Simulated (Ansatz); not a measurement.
Consider H7N3OSi.

The calculation's input:

```
crystal:
  periodic: [false, false, false]
  atoms:
    - {symbol: Si, position_ang: [-0.464947, -0.388405, 0.217306]}
    - {symbol: N, position_ang: [0.812438, 0.894454, 0.978587]}
    - {symbol: O, position_ang: [-1.185193, -0.851064, 1.487127]}
    - {symbol: H, position_ang: [0.287089, 1.565894, 1.529645]}
    - {symbol: N, position_ang: [-1.164990, 0.667895, -0.956456]}
    - {symbol: N, position_ang: [0.658853, -1.388587, -0.619156]}
    - {symbol: H, position_ang: [1.421662, 0.382752, 1.608738]}
    - {symbol: H, position_ang: [1.373042, 1.386493, 0.290794]}
    - {symbol: H, position_ang: [-1.167827, 0.385277, -1.924131]}
    - {symbol: H, position_ang: [-2.071209, 1.040383, -0.713944]}
    - {symbol: H, position_ang: [0.750049, -2.332278, -0.277120]}
    - {symbol: H, position_ang: [0.751031, -1.362815, -1.621491]}
basis:
  gaussian: {orbitals: def2-TZVPP}
hamiltonian: {xc: pbe0, dispersion: d4}
output: {orbitals: {seedname: orbitals}}
```

Run with:

```sh
ansatz run in.yaml --threads 8 --pin off --events-out ev --progress --plain --max-ram 19148MiB
```

The product side of a reaction path; geometry: PBE0-D4/def2-TZVP; a saddle point, not a minimum.

The calculation used RKS PBE0-D4/def2-TZVPP (Ansatz).

Question: Predict the electron density and electron localisation function between the atoms.

Answer: Si–N (1.72 Å): ρ at the midpoint is about 1.1 e/Å³; the ELF peaks at about 0.90 between the atoms, as expected for a polar covalent bond.
N–H (1.01 Å): ρ is about 2.9 e/Å³ halfway; the ELF climbs to about 1 towards the hydrogen, as it does in any bond to H (an ordinary covalent bond to hydrogen).

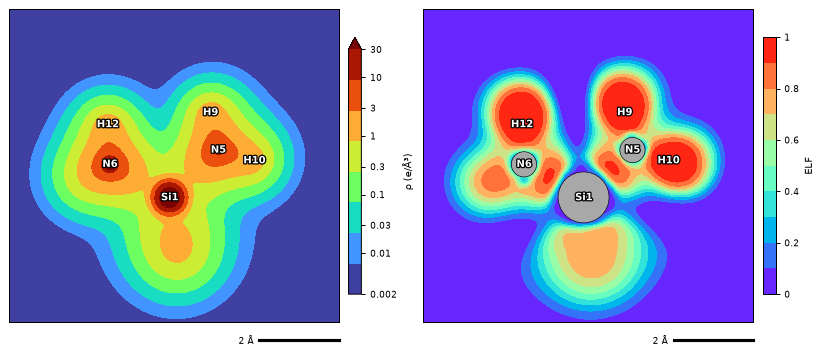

Computed electron density and electron localisation function on the plane of atoms Si1, N6 and H12, in this order. Grey discs cover the atomic cores in the ELF map. 
